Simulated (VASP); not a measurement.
Band structure of Br (relaxed from the simple-cubic structure, space group Pm-3m). All values below come from PBEsol GGA, VASP's PBE PAW potentials (set 64) (plane waves; VASP).

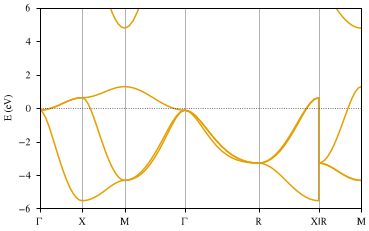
Bands along high-symmetry lines, zero at the valence-band maximum or, without a gap, the Fermi level

Q: Read the plot: is there a gap, and where are the band edges?

A: It has no gap at this level: it comes out as a metal or semimetal. (Edges off the drawn lines would not show.)

The structure was generated: Br was put into the simple-cubic type (Pm-3m), which need not be its known phase. It was relaxed first, which changed the volume by -7 %.
